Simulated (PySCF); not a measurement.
Consider F$_{4}$Ta (charge +1).

```yaml
atoms:
  - { symbol: Ta, position_ang: [0.0000, 0.0000, 0.0000] }
  - { symbol: F, position_ang: [1.0511, 1.0511, 1.0511] }
  - { symbol: F, position_ang: [-1.0511, -1.0511, 1.0511] }
  - { symbol: F, position_ang: [1.0511, -1.0511, -1.0511] }
  - { symbol: F, position_ang: [-1.0511, 1.0511, -1.0511] }
```

Core potentials replace the inner electrons of Ta.

Level of theory: RKS B3LYP, Ta def2-SVP with ECP60, F def2-SVP; non-relativistic Hamiltonian with scalar-relativistic core potentials where named; density fitting in PySCF.

Question: What will maps of the electron density and electron localisation function show?

Answer: Ta–F (1.82 Å): the density is about 1.2 e/Å³ at the midpoint; the ELF peaks at about 0.80 in the valence shell of F, 0.5 Å from its nucleus, and drops to about 0.25 between the two atoms.

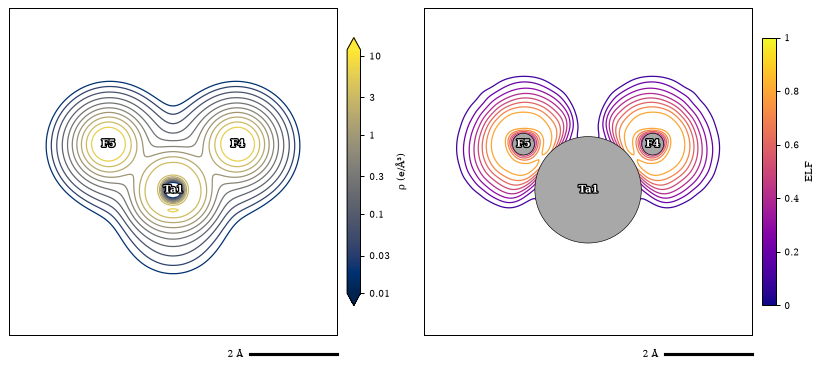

Computed electron density and electron localisation function on the plane of atoms F4, Ta1 and F5, in this order. Grey discs cover the atomic cores in the ELF map. 
